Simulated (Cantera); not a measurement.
Feed: 1 mol Fe3O4, 5.8 mol C, 0.2 mol H2, equilibrated at 2.70 mbar.

Equilibrium computed with Cantera from the NASA thermochemical tables; the gas is ideal and each condensed phase is pure. Candidate condensed phases: C, C6H6, C7H8, C8H18, Fe, Fe(CO)5, FeO, Fe(OH)2, Fe(OH)3, Fe2O3, Fe3O4, H2O; 114 gas species. Iron dissolves carbon and melts from about 1420 K in contact with it, which pure phases cannot show. Condensed phases not in the tables: cementite and carbon dissolved in iron. Equilibrium is a limit: real reactors are often held back by kinetics, nucleation or transport.

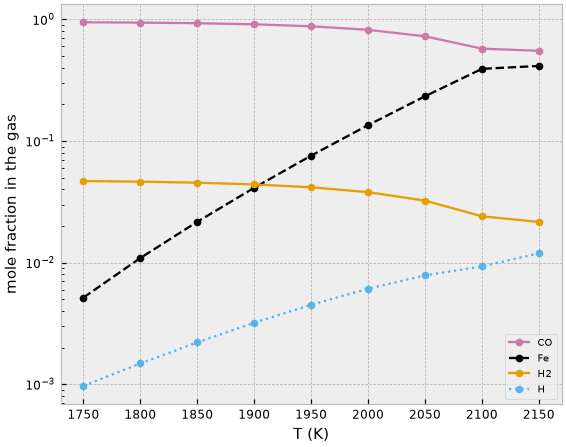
Fig. 1. Equilibrium gas composition (values under 1e-9 drawn at 1e-9)

From 1750 K to 1800 K the condensed part is C(graphite) + Fe(δ). From 1850 K to 2100 K the condensed part is C(graphite) + Fe(l). At 2150 K the condensed part is C(graphite). The main Fe-bearing gas is Fe throughout. The share of Fe in condensed phases is highest at 1750 K (99.3 %) and lowest at 2150 K (0.0 %).
